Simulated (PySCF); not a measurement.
Si(H)(Cl)(Br)(Vi), C₂H₄BrClSi, SMILES C=C[SiH](Cl)Br at its CAM-B3LYP/def2-SVP optimised geometry (Å):

```
9

Si    -1.5197    -0.6464     0.0000
Cl    -2.1963     1.3039     0.0000
Br    -2.2909    -1.7072    -1.7956
C      0.3329    -0.6464     0.0000
C      1.1040    -1.2359    -0.9147
H     -2.1004    -1.3039     1.1902
H      0.8147    -0.1099     0.8280
H      0.6782    -1.7784    -1.7646
H      2.1963    -1.1999    -0.8547
```

Computed with CAM-B3LYP/def2-TZVP run with PySCF 2.14.0.

Map of the electron localisation function on the plane z = 1.2 Å:

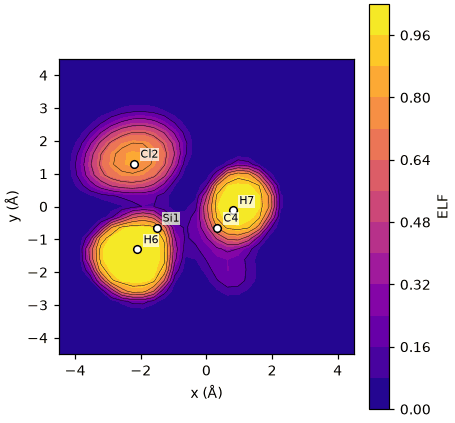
Figure: Electron localisation function on the plane z = 1.2 Å.
